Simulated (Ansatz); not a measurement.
# GeFH3 (GeH₃F): a spread of methods and bases

How do the results and run time of GeFH3 (GeH₃F) respond when the settings are drawn wide?

Program: Ansatz 0.2.0, Gaussian basis. Level of theory: the settings change from run to run. These are calculated values, not measurements.

**1. The geometry**

The structure was relaxed beforehand with PBE-D4 in a triple-zeta def2 set.

5 atoms, charge 0, spin multiplicity 1.

Atoms are counted from 1 here; the program's logs count them from 0.

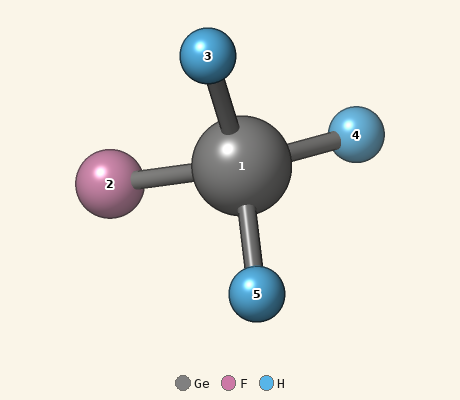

The geometry (germanium grey, fluorine pink, hydrogen blue); atoms are numbered from 1 in the order of the file.

**2. PBE0/aug-cc-pVDZ**

Set apart from the defaults: charge +1, multiplicity 2, coordinates scaled by 0.96, a point charge of 0.50 e beside it.

File in.yaml:

```yaml
crystal:
  periodic: [false, false, false]
  atoms:
    - {symbol: Ge, position_ang: [-0.000614, 0.000995, -0.091538]}
    - {symbol: F, position_ang: [0.010430, -0.018597, 1.603328]}
    - {symbol: H, position_ang: [1.420640, 0.010617, -0.513131]}
    - {symbol: H, position_ang: [-0.719109, 1.236622, -0.484942]}
    - {symbol: H, position_ang: [-0.711347, -1.229637, -0.513717]}
basis:
  gaussian: {orbitals: aug-cc-pVDZ, point_charges: [{charge: 0.50, position_ang: [4.213, 0.937, -0.904]}]}
total_charge: 1
magnetization: {spin_polarized: true, initial_magnetization: 1}
hamiltonian: {xc: {name: PBE0}}
scf: {omitted_lower_state_checks: [starts]}
```

The run is started by

```console
ansatz run in.yaml --threads 4 --pin off --events-out ev --progress --plain --max-ram 3916MiB
```

What it wrote:

```text
Functional definition: PBE0
  name "PBE0"
  cite "Adamo & Barone, J. Chem. Phys. 110, 6158 (1999) doi:10.1063/1.478522"
  cite "Perdew, Burke & Ernzerhof, Phys. Rev. Lett. 77, 3865 (1996) doi:10.1103/PhysRevLett.77.3865"
  parent pbe
  parameter a = 0.25
  parameter kappa = 0.804
  parameter beta = 0.06672455060314922
  exchange = (1 - a)*pbe_x(kappa = kappa, mu = beta*pi^2/3) + a*exact_x
  correlation = pbe_c(beta = beta)
these checks for a lower state are left out or cut short: starts
868 factors; integrals over basis functions are off by at most 5.8e-4 eV
mean field evaluation 1: about -59248.8806 eV, gradient 5.7e1 eV
mean field evaluation 2: about -59133.3443 eV, gradient 1.7e2 eV
mean field evaluation 4: about -59259.7985 eV, gradient 1.0e1 eV
mean field evaluation 8: about -59260.2075 eV, gradient 5.3e-1 eV
mean field evaluation 16: about -59260.2091 eV, gradient 5.8e-3 eV
mean field evaluation 32: about -59260.2092 eV, gradient 3.1e-6 eV
mean field -59260.20916095 eV, -2177.7725186524 hartree, gradient 3.1e-6 eV, S^2 0.762408; 0 other end points of the search recorded, 0 dependent functions left out
reference -59260.20918528 eV, -2177.7725195465 hartree; 22, 21 occupied and 64, 65 virtual orbitals, 868 factors
Total energy: -59260.20918528 eV, -2177.7725195465 hartree
Checks for a lower state left out: starts
```

Run time: 4.9 s. Hardware: 4 threads of Intel Xeon at 2.50GHz, shared host.

⟨S²⟩ 0.762.

**3. PBE-QIDH/6-31G***

Set apart from the defaults: atoms shaken by 0.15 Å, density fitting with def2-universal-jkfit.

File in.yaml:

```yaml
crystal:
  periodic: [false, false, false]
  atoms:
    - {symbol: Ge, position_ang: [-0.399685, 0.035445, 0.035234]}
    - {symbol: F, position_ang: [-0.052617, -0.314405, 1.694689]}
    - {symbol: H, position_ang: [1.139324, 0.059109, -0.409038]}
    - {symbol: H, position_ang: [-0.691371, 1.020102, -0.671380]}
    - {symbol: H, position_ang: [-0.352799, -1.371511, -0.688305]}
basis:
  gaussian: {orbitals: "6-31G*", fitting: {mean_field: def2-universal-jkfit}}
hamiltonian: {xc: {name: PBE-QIDH}}
scf: {omitted_lower_state_checks: [starts]}
```

Launched as before.

What it wrote, shortened:

```text
Functional definition: PBE-QIDH
  name "PBE-QIDH"
  cite "Brémond, Sancho-García, Pérez-Jiménez & Adamo, J. Chem. Phys. 141, 031101 (2014) doi:10.1063/1.4890314"
  cite "Perdew, Burke & Ernzerhof, Phys. Rev. Lett. 77, 3865 (1996) doi:10.1103/PhysRevLett.77.3865"
[...]
397 factors; integrals over basis functions are off by at most 9.4e-2 eV
[...]
mean field -59249.64865399 eV, -2177.3844271799 hartree, gradient 4.3e-6 eV, S^2 0.000000; 0 other end points of the search recorded, 0 dependent functions left out
10 core orbitals not correlated: weight in the atoms' cores, before any rotation towards them, 1.000 or more for the frozen orbitals, at most 0.000 for the correlated occupied ones
reference -59249.64866481 eV, -2177.3844275773 hartree; 12, 12 occupied and 34, 34 virtual orbitals, 397 factors
second order -13.28348288 eV of doubles, -0.00000000 eV of singles
Total energy: -59254.07649243 eV, -2177.5471472413 hartree
Checks for a lower state left out: starts
```

Run time: 1.4 s. Hardware: 4 threads of Intel Xeon at 2.50GHz, shared host.

**4. RPBE/6-31G**

This run has atoms shaken by 0.08 Å.

File in.yaml:

```yaml
crystal:
  periodic: [false, false, false]
  atoms:
    - {symbol: Ge, position_ang: [-0.106000, 0.116532, -0.227707]}
    - {symbol: F, position_ang: [-0.032744, 0.117115, 1.625882]}
    - {symbol: H, position_ang: [1.422186, -0.187857, -0.424651]}
    - {symbol: H, position_ang: [-0.827719, 1.322416, -0.543583]}
    - {symbol: H, position_ang: [-0.830797, -1.300230, -0.421812]}
basis:
  gaussian: {orbitals: 6-31G}
hamiltonian: {xc: {name: RPBE}}
scf: {omitted_lower_state_checks: [starts]}
```

Launched as before.

What it wrote:

```text
Functional definition: RPBE
  name "RPBE"
  cite "Hammer, Hansen & Nørskov, Phys. Rev. B 59, 7413 (1999) doi:10.1103/PhysRevB.59.7413"
  cite "Perdew, Burke & Ernzerhof, Phys. Rev. Lett. 77, 3865 (1996) doi:10.1103/PhysRevLett.77.3865"
  parameter kappa = 0.804
  parameter beta = 0.06672455060314922
  exchange = rpbe_x(kappa = kappa, mu = beta*pi^2/3)
  correlation = pbe_c(beta = beta)
these checks for a lower state are left out or cut short: starts
427 factors; integrals over basis functions are off by at most 5.3e-4 eV
mean field evaluation 1: about -59268.1663 eV, gradient 3.8e1 eV
mean field evaluation 2: about -59242.5048 eV, gradient 1.3e2 eV
mean field evaluation 4: about -59270.4719 eV, gradient 5.7e0 eV
mean field evaluation 8: about -59270.5029 eV, gradient 3.1e-2 eV
mean field -59270.50294501 eV, -2178.1508082392 hartree, gradient 3.3e-5 eV, S^2 0.000000; 0 other end points of the search recorded, 0 dependent functions left out
reference -59270.50298452 eV, -2178.1508096914 hartree; 22, 22 occupied and 22, 22 virtual orbitals, 427 factors
Total energy: -59270.50298452 eV, -2178.1508096914 hartree
Checks for a lower state left out: starts
```

It took 0.86 s on 4 threads of Intel Xeon at 2.50GHz, shared host.

**5. The runs in one table**

```csv
level,charge,multiplicity,geometry,functions,energy (eV),time
PBE0/aug-cc-pVDZ,1,2,"scaled, point charge",86,-59260.209,4.9 s
PBE-QIDH/6-31G*,0,1,shaken,56,-59254.076,1.4 s
RPBE/6-31G,0,1,shaken,44,-59270.503,0.86 s
```

**6. Summary of results**

```
quantity                    value
    runs                        3
quickest       RPBE/6-31G, 0.86 s
 slowest  PBE0/aug-cc-pVDZ, 4.9 s
```

In words: The runs differ in state or geometry as well as level, so their energies can't be set against each other. Run time spans a factor of 6, from RPBE/6-31G to PBE0/aug-cc-pVDZ. The jobs differ in tasks and options as well as level.
